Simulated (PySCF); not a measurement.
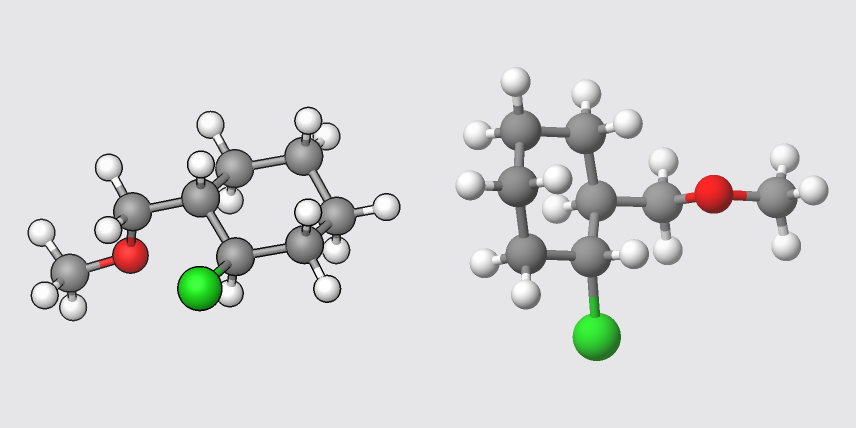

The same structure drawn twice, from different directions. Colours: carbon grey, oxygen red, chlorine green, hydrogen white.

Computed geometry: PBE0-D3(BJ)/def2-SVP optimisation. No frequency run is at hand to confirm it as a minimum.

Identify the structure.

Formula C8H15ClO. Its SMILES string is `COC[C@@H]1CCCC[C@H]1Cl`. Independent rings (smallest set): 1 of 6 members. Among its groups: ether, C–Cl bond. This geometry has C1 symmetry. Coordination: 8 C tetrahedral; 1 O bent.

The parts below concern this one geometry. Atoms keep their numbers from picture to picture.

### Electronic properties

No frequency run is at hand to confirm it as a minimum. Level of theory: PBE0/pcSseg-1 in chloroform (IEF-PCM) (PySCF 2.14.0).

What is the HOMO energy (Kohn–Sham orbital)?

Answer. −7.36 eV.

What is the dipole moment?

Answer. 2.48 D.

Estimate the HOMO–LUMO gap.

Answer. 8.24 eV.

### Ring current

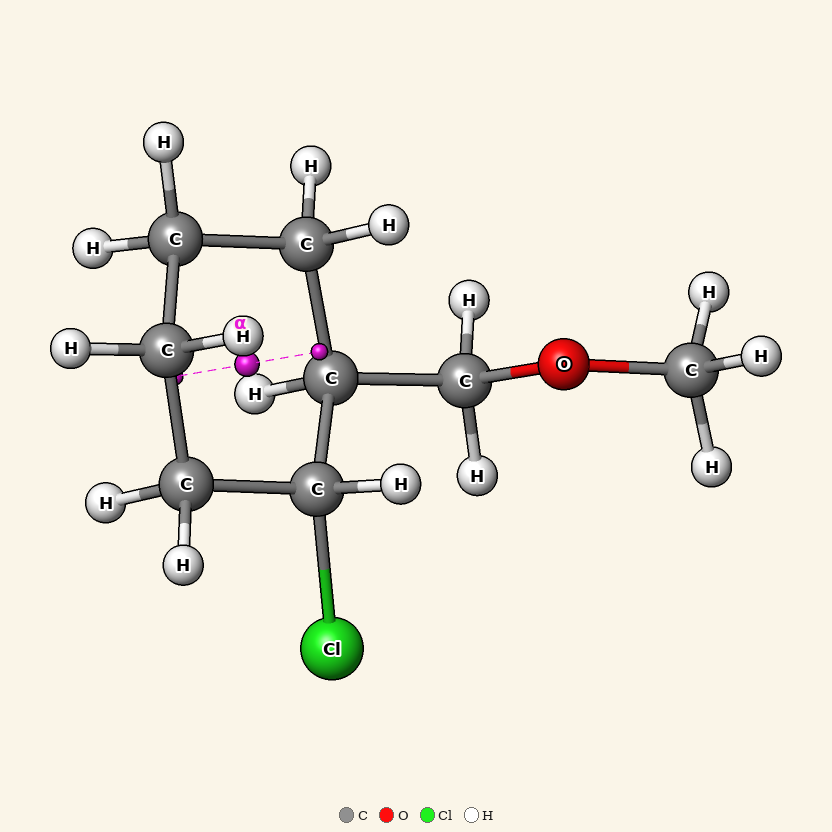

The small points mark where nucleus-independent chemical shifts (NICS) were computed: at the centre of each lettered ring and 1 Å above and below it. No frequency run is at hand to confirm it as a minimum. Method: GIAO PBE0/pcSseg-1 NMR shielding, non-relativistic, IEF-PCM chloroform (PySCF 2.14.0).

Give NICS(0), NICS(1) and the out-of-plane component NICS(1)zz for each ring (means of the two sides).

| ring | members | NICS(0) | NICS(1) | NICS(1)zz |
| --- | --- | --- | --- | --- |
| α | C6 | −3.7 | −2.9 | 2.8 |

Values in ppm.

What do the values say about the ring currents?

Answer. Ring α: weak, as in a non-aromatic ring. NICS is one index among several.

### NMR shielding

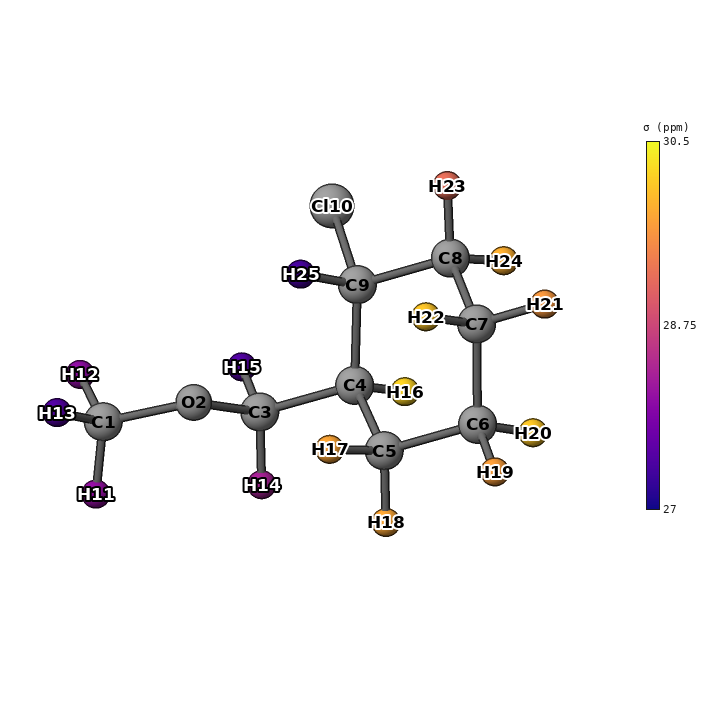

Atoms are coloured by their isotropic NMR shieldings (H only, the others grey). No frequency run is at hand to confirm it as a minimum. Properties computed with GIAO PBE0/pcSseg-1 NMR shielding, non-relativistic, IEF-PCM chloroform (PySCF 2.14.0).

List the isotropic NMR shieldings of the H atoms.

| atom | σ (ppm) |
| --- | --- |
| H11 | 28.09 |
| H12 | 28.05 |
| H13 | 27.50 |
| H14 | 28.30 |
| H15 | 27.50 |
| H16 | 30.18 |
| H17 | 29.79 |
| H18 | 29.79 |
| H19 | 29.71 |
| H20 | 30.09 |
| H21 | 29.66 |
| H22 | 30.07 |
| H23 | 29.23 |
| H24 | 29.88 |
| H25 | 27.41 |
